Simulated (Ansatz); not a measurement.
# HCl (hydrogen chloride): MP2/6-31G(d) (spherical functions)

What is the vertical electron affinity of HCl (hydrogen chloride) at MP2/6-31G* (spherical functions)? 

The results are computed with Ansatz 0.2.0.

56 further runs of the same task are left out: 2 that didn't finish, 54 set aside as unsound or not needed.

## 1. The system as given

HCl has 2 atoms, charge 0, and is taken as a singlet. As SMILES, `Cl`. The shape is that of a PBE0-D4/def2-TZVP optimisation.

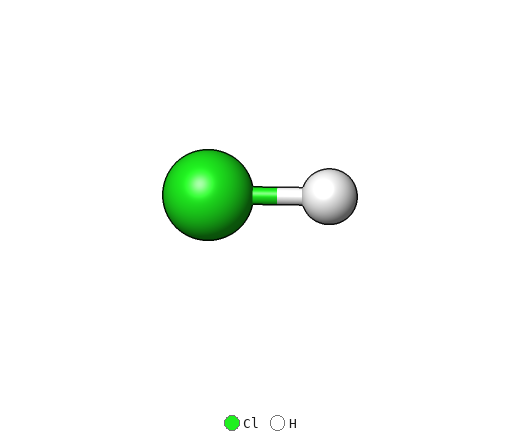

The structure, seen from a chosen angle (chlorine green, hydrogen white).

## 2. A single-point energy at MP2/6-31G(d) (spherical functions)

job.yaml

```yaml
crystal:
  periodic: [false, false, false]
  atoms:
    - {symbol: Cl, position_ang: [0.546000, -0.178500, 0.280800]}
    - {symbol: H, position_ang: [-0.546000, 0.178500, -0.280800]}
basis:
  gaussian: {orbitals: 6-31G_st_-spherical.json}
correlation: {method: mp2, frozen_orbitals: {Cl: 5, H: 0}}
accuracy: high
```

The basis set 6-31G* is read from a file made from the Basis Set Exchange's data (not shown).

Launch:

```sh
$ ansatz run job.yaml --threads 1 --pin off --max-ram 2610MiB --events-out events.jsonl --progress --plain --runs-dir runs
```

What it wrote:

```text
Warning: RAYON_NUM_THREADS=1 ignored (pool sized by the plan → 1); use --threads N
Functional definition: HF
  name "HF"
  exchange = exact_x
  correlation = 0
319 factors; integrals over basis functions are off by at most 3.1e-9 eV
mean field evaluation 1: about -12518.3494 eV, gradient 1.1e1 eV
mean field evaluation 2: about -12518.3507 eV, gradient 1.1e1 eV
mean field evaluation 4: about -12518.8187 eV, gradient 7.7e-1 eV
mean field evaluation 8: about -12518.8218 eV, gradient 2.1e-6 eV
mean field -12518.82181002 eV, -460.0582159561 hartree, gradient 2.6e-8 eV, S^2 0.000000; 0 other end points of the search recorded, 0 dependent functions left out
5 core orbitals not correlated: weight in the atoms' cores, before any rotation towards them, 1.000 or more for the frozen orbitals, at most 0.000 for the correlated occupied ones
reference -12518.82181002 eV, -460.0582159561 hartree; 4, 4 occupied and 11, 11 virtual orbitals, 319 factors
second order -3.55716233 eV of doubles, -0.00000000 eV of singles
Total energy: -12522.37897235 eV, -460.1889392604 hartree
```

Wall time 0.12 s (1 thread of Arm Neoverse V2, shared host).

## 3. The doublet anion at the same level

job.yaml: that of step 2 with these lines changed.

```diff
@@ -7,2 +7,4 @@
   gaussian: {orbitals: 6-31G_st_-spherical.json}
+total_charge: -1
+magnetization: {spin_polarized: true, initial_magnetization: 1}
 correlation: {method: mp2, frozen_orbitals: {Cl: 5, H: 0}}
```

The basis set 6-31G* is read from a file made from the Basis Set Exchange's data (not shown).

Launch:

```sh
$ ansatz run job.yaml --threads 1 --pin off --max-ram 2610MiB --events-out events.jsonl --progress --plain --runs-dir runs
```

What it wrote:

```text
Warning: RAYON_NUM_THREADS=1 ignored (pool sized by the plan → 1); use --threads N
Functional definition: HF
  name "HF"
  exchange = exact_x
  correlation = 0
320 factors; integrals over basis functions are off by at most 3.1e-9 eV
mean field evaluation 1: about -12514.0906 eV, gradient 1.1e1 eV
mean field evaluation 2: about -12514.1693 eV, gradient 1.0e1 eV
mean field evaluation 4: about -12514.8525 eV, gradient 8.7e-1 eV
mean field evaluation 8: about -12514.8668 eV, gradient 7.2e-3 eV
mean field evaluation 16: about -12514.8668 eV, gradient 1.4e-8 eV
mean field -12514.86675434 eV, -459.9128703407 hartree, gradient 1.4e-8 eV, S^2 0.753281; 0 other end points of the search recorded, 0 dependent functions left out
5 core orbitals not correlated: weight in the atoms' cores, before any rotation towards them, 1.000 or more for the frozen orbitals, at most 0.000 for the correlated occupied ones
reference -12514.86675434 eV, -459.9128703407 hartree; 5, 4 occupied and 10, 11 virtual orbitals, 320 factors
second order -3.61455116 eV of doubles, -0.00000000 eV of singles
Total energy: -12518.48130550 eV, -460.0457026459 hartree
```

It took 0.12 s on 1 thread of Arm Neoverse V2, shared host.

## 4. Outcome

Level: MP2/6-31G* (spherical functions), 5 core orbitals frozen.

| quantity | value |
| --- | --- |
| singlet HCl: total energy | -460.18894 Eh |
| singlet HCl: correlation energy (5 core orbitals frozen) | -130.7 mEh |
| doublet anion: total energy | -460.04570 Eh |
| doublet anion: correlation energy (5 core orbitals frozen) | -132.8 mEh |
| doublet anion: ⟨S²⟩ of the reference determinant | 0.753 |
| vertical electron affinity (to the doublet anion) | -3.898 eV |

What this shows: The anion lies 3.90 eV (376 kJ/mol) above the neutral: the electron isn't bound at this level, and such a value depends on the basis. Without diffuse functions anions come out too high.
